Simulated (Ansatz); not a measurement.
```xyz
7

W    -0.0601    0.2187    0.3826
F     0.7411    0.3090    2.0426
H     1.3415   -0.7223    0.2661
H    -0.1210    1.7066   -0.4517
H    -1.5250   -0.6525    0.4044
H    -0.1646   -1.1413   -0.5956
H     0.7277    0.2819   -1.1089
```

Core potentials replace the inner electrons of W; not at a stationary point (largest force 0.8 eV/Å).

Level of theory: Ansatz, RKS LDA/def2-SVP.

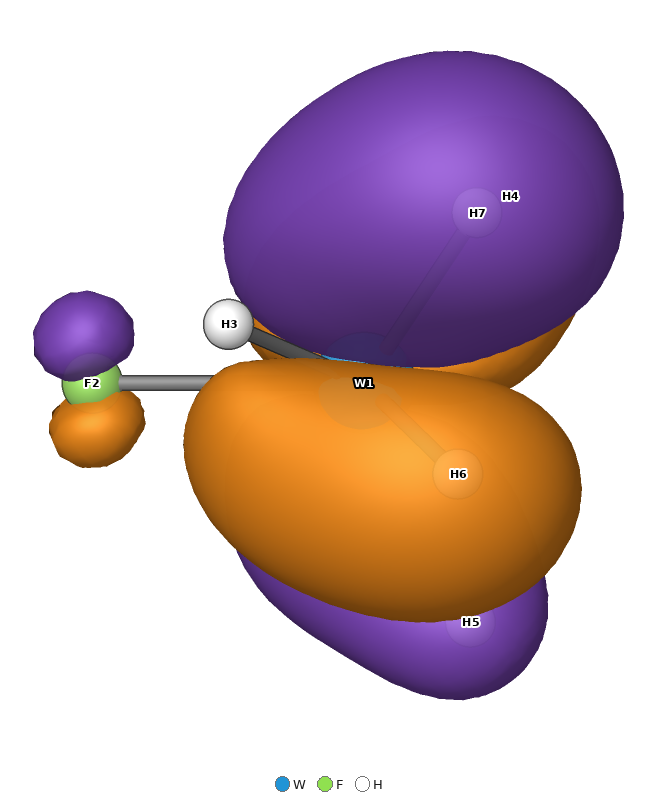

FH$_{5}$W. The HOMO−1 at ±0.1 Å⁻³ᐟ² (orange and purple are the two phases), seen at a tilt.

Question: Where does this orbital lie, and at what energy?

Answer: Its weight (Hirshfeld) is mainly on W1 (about 55 %), H6 (about 15 %) and H7 (about 15 %). Its energy is −7.39 eV.
